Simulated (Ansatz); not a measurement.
Geometry relaxation of CH7ClGe (part 2 of 3)

CH7ClGe; RKS PBE0-D4/def2-TZVP (Ansatz 0.2.0). The geometry is a transition state displaced along its imaginary mode. The reaction was set up to form Ge1–Cl7 and C2–H6 and to break Ge1–C2 and H6–Cl7 (atoms counted from 1 in the order of the input); sticks are drawn by distance alone.

Geometry of the input (Å):
```
Ge -0.3741  0.2399  -1.0020
C  0.3383  -0.7778  0.6320
H  -1.7863  0.8222  -0.7762
H  0.6547  1.2288  -1.5919
H  -0.4436  -1.0263  -1.8422
H  0.1812  0.7101  0.8851
Cl 0.0342  2.1194  1.1387
H  -0.4766  -1.5002  0.7222
H  1.2127  -1.2295  0.1551
H  0.6595  -0.5866  1.6792
```

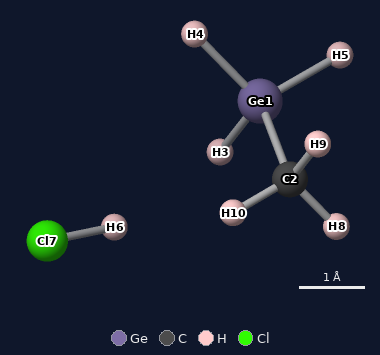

Figure 1. The geometry at step 17 of the log (ball-and-stick view, seen at a tilt; atoms are numbered from 1 in the order of the input).

### What the program printed, continued
```
relax step  65: F+E_penalty+E_count = -70180.30772033 eV  Δ(F+E_penalty+E_count) = -2.088e-6 eV  max|allowed force component| = 2.927e-3 eV/Å  Δτ_max = 0.0077 Å  (30 SCF iters, accepted)
1157 factors; their error is unknown
mean field evaluation 480: about -70180.1750 eV, gradient 1.7e-4 eV
mean field -70180.17496559 eV, -2579.0738601542 hartree, gradient 1.3e-5 eV, S^2 0.000000; 1 other end points of the search recorded, 0 dependent functions left out
the calculation of the forces begins
reference -70180.17499767 eV, -2579.0738613332 hartree; 31, 31 occupied and 127, 127 virtual orbitals, 1157 factors
Total energy: -70180.30775241 eV, -2579.0787399800 hartree
Atom 0 at    -0.161817    -0.054670    -1.161402 Å, force    -0.000818     0.001267    -0.001409 eV/Å
Atom 1 at     0.570796    -0.995718     0.380088 Å, force     0.001101    -0.001000     0.001911 eV/Å
Atom 2 at    -0.774052     1.297684    -0.716961 Å, force     0.000729    -0.001783    -0.000528 eV/Å
Atom 3 at     0.929304     0.258573    -2.198024 Å, force    -0.001197    -0.000178     0.001209 eV/Å
Atom 4 at    -1.283980    -0.863997    -1.831454 Å, force     0.001174     0.000861     0.000662 eV/Å
Atom 5 at    -0.751787     1.831928     1.116054 Å, force     0.000238     0.000541     0.002753 eV/Å
Atom 6 at    -0.666522     2.060914     2.378433 Å, force    -0.000212    -0.000650    -0.002927 eV/Å
Atom 7 at    -0.212676    -1.191432     1.112732 Å, force     0.001695     0.000463    -0.001369 eV/Å
Atom 8 at     1.002671    -1.946200     0.064518 Å, force    -0.001054     0.001876     0.000808 eV/Å
Atom 9 at     1.348062    -0.397080     0.855916 Å, force    -0.001657    -0.001398    -0.001110 eV/Å
Dipole moment:     0.078609    -0.219224    -0.208050 e Å
```

### Trajectory as extended XYZ (Å, eV, eV/Å), 46 of the 65 frames kept, from step=1 to step=65
```
10
Properties=species:S:1:pos:R:3:forces:R:3 step=1 energy=-70179.08937
Ge   -0.3741    0.2399   -1.0020   -0.0374   0.0510  -0.0925
C     0.3383   -0.7778    0.6320    0.1549  -0.8872  -0.0506
H    -1.7863    0.8222   -0.7762    0.2989  -0.1610  -0.0524
H     0.6547    1.2288   -1.5919   -0.2090  -0.2478   0.1169
H    -0.4436   -1.0263   -1.8422   -0.1011  -0.2764  -0.4347
H     0.1812    0.7101    0.8851   -0.0203   1.4005   0.6257
Cl    0.0342    2.1194    1.1387    0.1340   0.1139   0.4591
H    -0.4766   -1.5002    0.7222    0.1541  -0.1865  -0.0237
H     1.2127   -1.2295    0.1551   -0.1023  -0.2095   0.0658
H     0.6595   -0.5866    1.6792   -0.2718   0.4031  -0.6136
10
Properties=species:S:1:pos:R:3:forces:R:3 step=2 energy=-70179.44831
Ge   -0.3798    0.1834   -1.0475    0.1319  -0.3845   0.2107
C     0.3286   -0.7876    0.5977    0.0234  -0.7246  -0.3095
H    -1.7672    0.7771   -0.7999    0.0487   0.0107  -0.0080
H     0.6403    1.1772   -1.6047   -0.0425  -0.0058   0.0242
H    -0.4790   -1.0535   -1.9595   -0.0481   0.0408  -0.1216
H     0.1928    0.7982    0.9645   -0.1273   2.0740   0.6394
Cl    0.0823    2.1889    1.3183    0.1240  -1.0198  -0.1307
H    -0.4547   -1.5396    0.7367    0.1160  -0.0254   0.0543
H     1.2158   -1.2710    0.1760   -0.0544  -0.0486   0.1122
H     0.6209   -0.4731    1.6182   -0.1717   0.0833  -0.4710
10
Properties=species:S:1:pos:R:3:forces:R:3 step=4 energy=-70180.03602
Ge   -0.3607    0.0508   -1.0562   -0.1349  -0.0092  -0.4028
C     0.3121   -0.8955    0.4938    0.2803  -0.1255   0.7508
H    -1.6995    0.7213   -0.7511   -0.1320   0.0163  -0.0390
H     0.6374    1.1051   -1.5323    0.0741   0.0507  -0.1076
H    -0.5327   -1.0594   -2.1154   -0.0255   0.1580   0.0008
H     0.1759    1.1540    1.0953    0.0404  -0.1965   0.0249
Cl    0.1009    2.3706    1.4700   -0.0286   0.6693   0.2447
H    -0.4165   -1.6511    0.7488   -0.2461  -0.3725   0.0237
H     1.2277   -1.3863    0.1966    0.2991  -0.2801  -0.1602
H     0.5554   -0.4094    1.4502   -0.1268   0.0896  -0.3352
10
Properties=species:S:1:pos:R:3:forces:R:3 step=5 energy=-70180.15297
Ge   -0.3579    0.0148   -1.0649   -0.0854  -0.0999  -0.3034
C     0.3175   -0.9633    0.4763    0.2004  -0.6925   0.2625
H    -1.6934    0.6985   -0.7681   -0.1217   0.0072   0.0398
H     0.6296    1.0798   -1.5441    0.1145   0.0469  -0.0396
H    -0.5514   -1.0495   -2.1671   -0.0087   0.1263   0.0366
H     0.1873    1.3112    1.2081    0.0156  -0.0244   0.0356
Cl    0.0927    2.5455    1.5313   -0.0062   0.2191   0.0894
H    -0.4219   -1.7339    0.7435    0.2285   0.1492  -0.1295
H     1.2521   -1.4644    0.1805   -0.2921   0.0660   0.0452
H     0.5454   -0.4387    1.4044   -0.0448   0.2022  -0.0366
10
Properties=species:S:1:pos:R:3:forces:R:3 step=7 energy=-70180.22658
Ge   -0.3544   -0.0663   -1.1042   -0.0074  -0.0133  -0.0778
C     0.3250   -1.0830    0.4195    0.0424  -0.1172   0.1099
H    -1.6779    0.6247   -0.7373   -0.0136  -0.0038  -0.0047
H     0.6625    1.0073   -1.5243    0.0018  -0.0060  -0.0168
H    -0.5942   -1.0319   -2.2818    0.0035   0.0573   0.0463
H     0.1419    1.5804    1.4730   -0.0120   0.1268   0.0178
Cl    0.1099    2.8574    1.5917    0.0067  -0.0957   0.0011
H    -0.4040   -1.8383    0.7203    0.0335   0.0058  -0.0402
H     1.2564   -1.5834    0.1473   -0.0458  -0.0073  -0.0118
H     0.5348   -0.4667    1.2959   -0.0091   0.0534  -0.0239
10
Properties=species:S:1:pos:R:3:forces:R:3 step=8 energy=-70180.23139
Ge   -0.3463   -0.0804   -1.1102   -0.0128  -0.0001  -0.0579
C     0.3333   -1.1072    0.4074    0.0312  -0.0496   0.0788
H    -1.6600    0.6252   -0.7288    0.0062  -0.0063  -0.0037
H     0.6780    0.9841   -1.5394   -0.0079  -0.0175  -0.0025
H    -0.6121   -1.0342   -2.2899    0.0014   0.0382   0.0274
H     0.0769    1.6439    1.5202   -0.0154   0.0381   0.0080
Cl    0.1183    2.9194    1.6188    0.0060  -0.0233   0.0025
H    -0.4025   -1.8487    0.7221    0.0093  -0.0097  -0.0327
H     1.2538   -1.6220    0.1288   -0.0197  -0.0181  -0.0186
H     0.5606   -0.4800    1.2708    0.0018   0.0484  -0.0014
10
Properties=species:S:1:pos:R:3:forces:R:3 step=10 energy=-70180.24703
Ge   -0.3085   -0.0887   -1.1029   -0.0250  -0.0203  -0.0045
C     0.3781   -1.1518    0.3891    0.0199   0.0078   0.0070
H    -1.5258    0.7350   -0.6306    0.0231  -0.0267  -0.0279
H     0.7684    0.8861   -1.6093   -0.0147  -0.0215  -0.0042
H    -0.7470   -1.0121   -2.2573    0.0131   0.0556   0.0549
H    -0.2725    1.7534    1.5280   -0.0009   0.1258   0.0041
Cl    0.1583    2.9561    1.6467   -0.0194  -0.1230  -0.0031
H    -0.3701   -1.8741    0.7205    0.0229   0.0271  -0.0157
H     1.2754   -1.6913    0.0818   -0.0258  -0.0061   0.0072
H     0.6437   -0.5128    1.2340    0.0067  -0.0186  -0.0179
10
Properties=species:S:1:pos:R:3:forces:R:3 step=11 energy=-70180.26122
Ge   -0.2992   -0.0804   -1.1025    0.0847   0.0019   0.0034
C     0.4038   -1.1215    0.3961   -0.0209  -0.0140   0.0134
H    -1.5134    0.7574   -0.6555    0.0007   0.0113   0.0393
H     0.7771    0.8694   -1.6490   -0.0009   0.0238  -0.0130
H    -0.7584   -1.0169   -2.2317   -0.0093  -0.0213   0.0016
H    -0.4699    1.7674    1.4992    0.0333   0.1276   0.0036
Cl    0.2371    2.8220    1.6891   -0.0555  -0.1240  -0.0074
H    -0.3733   -1.7865    0.7737    0.0086  -0.0369   0.0304
H     1.2498   -1.7261    0.0669   -0.0187  -0.0078  -0.0214
H     0.7465   -0.4848    1.2137   -0.0221   0.0394  -0.0499
10
Properties=species:S:1:pos:R:3:forces:R:3 step=12 energy=-70180.27131
Ge   -0.2788   -0.0771   -1.0865    0.0181  -0.0100  -0.0003
C     0.4215   -1.1444    0.3922   -0.0094  -0.0076  -0.0186
H    -1.4409    0.8068   -0.5856   -0.0046   0.0064   0.0142
H     0.8094    0.8409   -1.6637    0.0044   0.0063  -0.0043
H    -0.8190   -0.9841   -2.2049   -0.0040  -0.0033   0.0089
H    -0.5542    1.8097    1.4037    0.0339   0.1233  -0.0001
Cl    0.1875    2.8106    1.7159   -0.0532  -0.1177  -0.0085
H    -0.3589   -1.7970    0.7853    0.0027   0.0020   0.0155
H     1.2501   -1.7640    0.0478    0.0040   0.0031   0.0008
H     0.7833   -0.5013    1.1957    0.0081  -0.0025  -0.0075
10
Properties=species:S:1:pos:R:3:forces:R:3 step=14 energy=-70180.27672
Ge   -0.2708   -0.0834   -1.0804    0.0016  -0.0080   0.0014
C     0.4320   -1.1676    0.3839   -0.0041   0.0063  -0.0102
H    -1.4181    0.8115   -0.5605    0.0062   0.0000   0.0115
H     0.8199    0.8282   -1.6639    0.0023   0.0018  -0.0016
H    -0.8362   -0.9751   -2.1994   -0.0013   0.0046   0.0127
H    -0.6042    1.8859    1.3724    0.0319   0.0997  -0.0067
Cl    0.1709    2.8372    1.7501   -0.0484  -0.1046  -0.0120
H    -0.3521   -1.8103    0.7857    0.0010   0.0026   0.0104
H     1.2482   -1.7972    0.0282    0.0034   0.0053   0.0002
H     0.8104   -0.5291    1.1836    0.0074  -0.0078  -0.0058
10
Properties=species:S:1:pos:R:3:forces:R:3 step=15 energy=-70180.28313
Ge   -0.2667   -0.0815   -1.0707    0.0136  -0.0178   0.0064
C     0.4406   -1.1751    0.3835    0.0042   0.0060   0.0024
H    -1.4029    0.8197   -0.5356    0.0017   0.0065   0.0102
H     0.8242    0.8253   -1.6616   -0.0017   0.0034   0.0004
H    -0.8501   -0.9636   -2.1878   -0.0072   0.0073   0.0105
H    -0.6506    1.9332    1.2998    0.1502   0.2037   0.0591
Cl    0.1712    2.8036    1.7803   -0.1643  -0.2124  -0.0829
H    -0.3458   -1.8096    0.7943    0.0074   0.0052   0.0031
H     1.2470   -1.8125    0.0186   -0.0058   0.0090   0.0017
H     0.8331   -0.5395    1.1789    0.0021  -0.0109  -0.0109
10
Properties=species:S:1:pos:R:3:forces:R:3 step=17 energy=-70180.29429
Ge   -0.2635   -0.0700   -1.0513    0.0299  -0.0343   0.0115
C     0.4521   -1.1698    0.3927    0.0025   0.0037   0.0012
H    -1.3868    0.8405   -0.5020   -0.0094   0.0173   0.0094
H     0.8257    0.8297   -1.6565   -0.0079   0.0063   0.0021
H    -0.8740   -0.9415   -2.1621   -0.0072   0.0056   0.0082
H    -0.7100    1.9916    1.1575    0.2620   0.2123   0.1540
Cl    0.1824    2.6682    1.8082   -0.2664  -0.2168  -0.1709
H    -0.3333   -1.8001    0.8115    0.0035   0.0023   0.0005
H     1.2506   -1.8109    0.0177   -0.0022  -0.0014  -0.0077
H     0.8567   -0.5377    1.1842   -0.0048   0.0050  -0.0083
10
Properties=species:S:1:pos:R:3:forces:R:3 step=18 energy=-70180.28248 accepted=F
Ge   -0.2686   -0.0671   -1.0382    0.0254  -0.0396  -0.0059
C     0.4586   -1.1666    0.3983    0.0057  -0.0023  -0.0018
H    -1.3798    0.8549   -0.4790   -0.0069   0.0302   0.0318
H     0.8129    0.8352   -1.6532    0.0038  -0.0041  -0.0087
H    -0.9034   -0.9319   -2.1405    0.0007   0.0169   0.0102
H    -0.6215    1.9976    0.9857    0.5532   0.4985   0.7107
Cl    0.1022    2.6156    1.9034   -0.5760  -0.5093  -0.7316
H    -0.3252   -1.7906    0.8292    0.0053   0.0072   0.0019
H     1.2474   -1.8136    0.0126   -0.0042   0.0031  -0.0032
H     0.8774   -0.5337    1.1816   -0.0070  -0.0006  -0.0034
10
Properties=species:S:1:pos:R:3:forces:R:3 step=19 energy=-70180.29995
Ge   -0.2616   -0.0687   -1.0413    0.0032   0.0099   0.0146
C     0.4592   -1.1713    0.3958    0.0078  -0.0074  -0.0048
H    -1.3680    0.8577   -0.4780   -0.0082  -0.0033  -0.0008
H     0.8234    0.8297   -1.6559    0.0041  -0.0061  -0.0050
H    -0.8967   -0.9294   -2.1465   -0.0038   0.0062   0.0104
H    -0.6976    2.0152    1.0666    0.2159   0.1590   0.1676
Cl    0.1443    2.6197    1.8422   -0.2177  -0.1619  -0.1781
H    -0.3263   -1.7969    0.8213    0.0041   0.0020   0.0015
H     1.2508   -1.8165    0.0130   -0.0022  -0.0011   0.0003
H     0.8726   -0.5394    1.1827   -0.0032   0.0026  -0.0059
10
Properties=species:S:1:pos:R:3:forces:R:3 step=21 energy=-70180.19379 accepted=F
Ge   -0.2293   -0.1039   -1.0651   -0.3254   0.5732   0.4773
C     0.4707   -1.1470    0.4292    0.2469  -0.4233  -0.3834
H    -1.2966    0.8042   -0.4074   -0.0772   0.2645  -0.1262
H     0.8660    0.7974   -1.6703   -0.0863  -0.1153  -0.0484
H    -1.0243   -0.8458   -2.1662    0.3294  -0.1499   0.1842
H    -0.6402    2.0545    0.9202   -0.0769  -0.0864  -0.1185
Cl    0.0024    2.5728    1.8998    0.0775   0.0740   0.1210
H    -0.3181   -1.7673    0.8553    0.0281  -0.0560  -0.0431
H     1.2249   -1.7852   -0.0352    0.0795  -0.2592   0.3435
H     0.9444   -0.5797    1.2397   -0.1957   0.1785  -0.4065
10
Properties=species:S:1:pos:R:3:forces:R:3 step=22 energy=-70180.30516
Ge   -0.2577   -0.0663   -1.0380    0.0033  -0.0084  -0.0006
C     0.4705   -1.1675    0.3956    0.0024   0.0026  -0.0015
H    -1.3310    0.8939   -0.4665   -0.0024   0.0032  -0.0013
H     0.8348    0.7961   -1.6908   -0.0030  -0.0035  -0.0013
H    -0.9433   -0.9231   -2.1150    0.0016   0.0025  -0.0006
H    -0.6612    2.0456    0.9812    0.0057   0.0030   0.0035
Cl    0.0531    2.5595    1.9180   -0.0058  -0.0021   0.0010
H    -0.3154   -1.7807    0.8375   -0.0019   0.0003   0.0017
H     1.2496   -1.8238    0.0065   -0.0019  -0.0014  -0.0042
H     0.9006   -0.5336    1.1714    0.0020   0.0039   0.0034
10
Properties=species:S:1:pos:R:3:forces:R:3 step=24 energy=-70180.30551
Ge   -0.2537   -0.0681   -1.0449    0.0065   0.0039   0.0005
C     0.4749   -1.1608    0.3949    0.0038  -0.0021  -0.0012
H    -1.3083    0.9140   -0.4753   -0.0023   0.0003  -0.0052
H     0.8437    0.7720   -1.7188   -0.0042  -0.0041   0.0006
H    -0.9602   -0.9277   -2.1062    0.0005   0.0015   0.0042
H    -0.6599    2.0444    0.9785    0.0385   0.0248   0.0560
Cl    0.0148    2.5409    1.9564   -0.0382  -0.0258  -0.0511
H    -0.3148   -1.7563    0.8542    0.0034   0.0018  -0.0007
H     1.2385   -1.8336    0.0031   -0.0038  -0.0032   0.0022
H     0.9250   -0.5248    1.1578   -0.0041   0.0029  -0.0052
10
Properties=species:S:1:pos:R:3:forces:R:3 step=25 energy=-70180.30578
Ge   -0.2519   -0.0678   -1.0512    0.0019   0.0009   0.0014
C     0.4752   -1.1526    0.3952   -0.0019   0.0056   0.0072
H    -1.3014    0.9226   -0.4862    0.0003   0.0003  -0.0020
H     0.8469    0.7634   -1.7330   -0.0010  -0.0030  -0.0031
H    -0.9657   -0.9318   -2.1036    0.0004  -0.0006  -0.0012
H    -0.6530    2.0208    0.9883   -0.0051  -0.0005  -0.0031
Cl    0.0033    2.5294    1.9693    0.0029   0.0018   0.0071
H    -0.3171   -1.7379    0.8632    0.0030   0.0041   0.0011
H     1.2323   -1.8353    0.0081    0.0014   0.0017  -0.0002
H     0.9315   -0.5107    1.1499   -0.0020  -0.0103  -0.0071
10
Properties=species:S:1:pos:R:3:forces:R:3 step=27 energy=-70180.30621
Ge   -0.2419   -0.0708   -1.0732   -0.0035   0.0141  -0.0066
C     0.4821   -1.1301    0.3939   -0.0037  -0.0121   0.0385
H    -1.2576    0.9638   -0.5221    0.0153  -0.0138  -0.0103
H     0.8662    0.7109   -1.7999   -0.0159  -0.0121   0.0098
H    -0.9947   -0.9484   -2.0876    0.0046   0.0073   0.0085
H    -0.6662    1.9988    1.0176    0.0120   0.0090   0.0208
Cl   -0.0517    2.4776    2.0411   -0.0134  -0.0097  -0.0200
H    -0.3193   -1.6730    0.8996    0.0427   0.0314  -0.0243
H     1.2075   -1.8517    0.0134   -0.0199   0.0312   0.0181
H     0.9755   -0.4773    1.1171   -0.0180  -0.0453  -0.0345
10
Properties=species:S:1:pos:R:3:forces:R:3 step=28 energy=-70180.30631
Ge   -0.2413   -0.0708   -1.0740   -0.0028   0.0115  -0.0062
C     0.4826   -1.1294    0.3937   -0.0037  -0.0115   0.0325
H    -1.2550    0.9660   -0.5244    0.0121  -0.0109  -0.0067
H     0.8670    0.7081   -1.8027   -0.0112  -0.0091   0.0073
H    -0.9960   -0.9485   -2.0866    0.0034   0.0047   0.0072
H    -0.6679    1.9976    1.0204    0.0030   0.0021   0.0052
Cl   -0.0552    2.4772    2.0438   -0.0043  -0.0028  -0.0047
H    -0.3190   -1.6696    0.9013    0.0356   0.0257  -0.0206
H     1.2057   -1.8530    0.0131   -0.0172   0.0259   0.0143
H     0.9789   -0.4776    1.1153   -0.0150  -0.0354  -0.0283
10
Properties=species:S:1:pos:R:3:forces:R:3 step=29 energy=-70180.30655
Ge   -0.2374   -0.0707   -1.0804    0.0006  -0.0007  -0.0037
C     0.4855   -1.1222    0.3927    0.0009  -0.0136   0.0151
H    -1.2365    0.9818   -0.5365    0.0030  -0.0007  -0.0001
H     0.8735    0.6879   -1.8249   -0.0038  -0.0033   0.0022
H    -1.0079   -0.9521   -2.0775    0.0024   0.0035   0.0044
H    -0.6709    1.9895    1.0287   -0.0036  -0.0032  -0.0057
Cl   -0.0819    2.4629    2.0681    0.0025   0.0019   0.0057
H    -0.3179   -1.6460    0.9132    0.0179   0.0113  -0.0130
H     1.1954   -1.8587    0.0131   -0.0125   0.0115   0.0063
H     0.9981   -0.4726    1.1034   -0.0074  -0.0067  -0.0113
10
Properties=species:S:1:pos:R:3:forces:R:3 step=31 energy=-70180.30619 accepted=F
Ge   -0.2208   -0.0721   -1.1112   -0.0131   0.0107  -0.0300
C     0.4980   -1.0861    0.3900    0.0170  -0.0364   0.0335
H    -1.1533    1.0534   -0.5913    0.0231  -0.0138  -0.0049
H     0.9011    0.5955   -1.9277   -0.0343  -0.0204   0.0248
H    -1.0656   -0.9648   -2.0384    0.0219   0.0245   0.0196
H    -0.6738    1.9390    1.0638    0.0512   0.0530   0.1298
Cl   -0.1972    2.3842    2.1773   -0.0556  -0.0568  -0.1366
H    -0.3131   -1.5400    0.9639    0.0513   0.0285  -0.0370
H     1.1549   -1.8781    0.0233   -0.0366   0.0409   0.0264
H     1.0698   -0.4310    1.0501   -0.0248  -0.0302  -0.0256
10
Properties=species:S:1:pos:R:3:forces:R:3 step=32 energy=-70180.30685
Ge   -0.2254   -0.0702   -1.0995    0.0009   0.0017  -0.0067
C     0.4951   -1.0974    0.3916    0.0052  -0.0078   0.0052
H    -1.1749    1.0346   -0.5703    0.0038  -0.0032  -0.0034
H     0.8935    0.6235   -1.8940   -0.0078  -0.0030   0.0041
H    -1.0492   -0.9567   -2.0483    0.0036   0.0048   0.0050
H    -0.6855    1.9556    1.0494    0.0122   0.0078   0.0219
Cl   -0.1564    2.4003    2.1344   -0.0117  -0.0076  -0.0202
H    -0.3134   -1.5728    0.9485    0.0069   0.0035  -0.0043
H     1.1675   -1.8721    0.0205   -0.0074   0.0051   0.0029
H     1.0488   -0.4449    1.0675   -0.0057  -0.0012  -0.0047
10
Properties=species:S:1:pos:R:3:forces:R:3 step=34 energy=-70180.30693
Ge   -0.2223   -0.0708   -1.1046   -0.0026   0.0031  -0.0049
C     0.4976   -1.0920    0.3910    0.0008   0.0004  -0.0021
H    -1.1586    1.0471   -0.5798    0.0026  -0.0014   0.0008
H     0.8969    0.6068   -1.9118   -0.0018  -0.0026   0.0022
H    -1.0601   -0.9570   -2.0409    0.0021   0.0006   0.0024
H    -0.6837    1.9460    1.0556    0.0108   0.0094   0.0237
Cl   -0.1794    2.3892    2.1531   -0.0114  -0.0098  -0.0235
H    -0.3115   -1.5553    0.9563   -0.0011  -0.0003   0.0006
H     1.1608   -1.8755    0.0227    0.0000  -0.0011  -0.0002
H     1.0604   -0.4386    1.0581    0.0004   0.0017   0.0010
```
